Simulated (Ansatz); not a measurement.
Where the default PAW files enter, the runs use the earlier of Ansatz's two default sets.

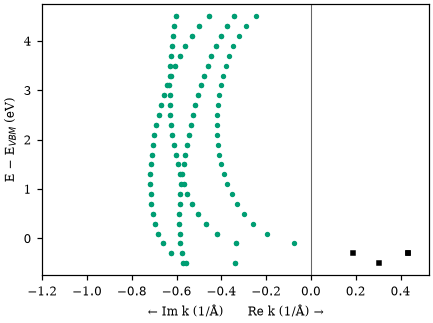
Complex bands at the centre of the two-dimensional zone; r2SCAN run with Ansatz (a program for electronic structure)

The gap is the functional's own, uncorrected, and κ follows it; spin-orbit coupling is left out. Mid-gap means the computed energy nearest the middle.

Problem. This is La$_{2}$O$_{3}$ (P-3m1, 5 atoms a cell, 16.4 Å³ an atom) along the normal of (001). Read off the slowest decay at the centre of the two-dimensional zone at 2.10 eV, the computed energy nearest the middle of the gap.

Solution. κ ≈ 0.42 1/Å, a decay length 1/(2κ) of the density of 1.2 Å.
